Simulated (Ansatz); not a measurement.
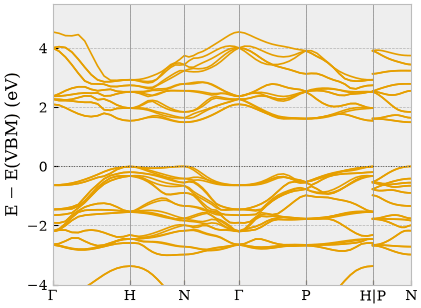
Band structure from DFT-PBEsol with spin–orbit coupling in the program Ansatz with PAW potentials

The gap is 1.49 eV; an edge lies off the plotted path or next to a special point (maximum on the N–Γ line, 3 % of the way from N, minimum on the H–N line, 98 % of the way from H).

The material is Tl3VSe4 in space group I-43m (No. 217; V on 2a, Tl on 6b, Se on 8c).

The workflow started from a Materials Project entry (that database holds measured and hypothetical structures alike); the Crystallography Open Database copy checked does not list it. Its standing as an ambient phase is unchecked. Symmetry was held in the PBEsol relaxation; its stability against distortions is not shown here. No spin polarisation was allowed.

Potentials: the later of the program's two PAW sets.
